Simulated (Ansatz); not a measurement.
**Exact exchange and the HOMO–LUMO gap of C3H8S (ethyl methyl sulfide)**

The species is C3H8S (12 atoms), meant as a singlet with charge 0. As SMILES, `CCSC`. The shape is that of a PBE0-D4/def2-TZVP optimisation. This is one conformer, not always the lowest.

The HOMO–LUMO gap y, in eV, basis 6-31G(d); a is the functional's share of exact exchange. Programs: Ansatz 0.2.0.

```
functional  program     a  y (eV)
       PBE   Ansatz     0    5.47
      BLYP   Ansatz     0    5.45
     B3LYP   Ansatz   0.2       ?
      PBE0   Ansatz  0.25    7.77
   r2SCAN0   Ansatz  0.25    8.09
     BHLYP   Ansatz   0.5    9.99
```

Task: Fit y = c + s·a to the known rows and predict B3LYP.

Result: 
1. Means of the 5 rows: a = 0.2000, y = 7.354.
2. Σ(Δa)² = 0.175, Σ(Δa·Δy) = 1.606, so the slope is 1.606/0.175 = 9.1771.
3. Intercept: 7.354 − (9.1771) × 0.2000 = 5.519. The largest residual of the fit is 0.28.
4. B3LYP: 5.519 + (9.1771) × 0.2 = 7.35 eV.

The run gave 7.28 eV, so the prediction is off by +0.07 eV, within the largest residual. Exact exchange lowers occupied levels and raises empty ones. The rows mix families of semi-local functionals, which the line can't see.

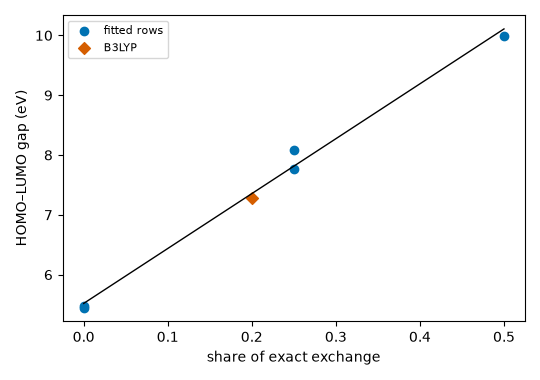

The fitted line, with the withheld row.
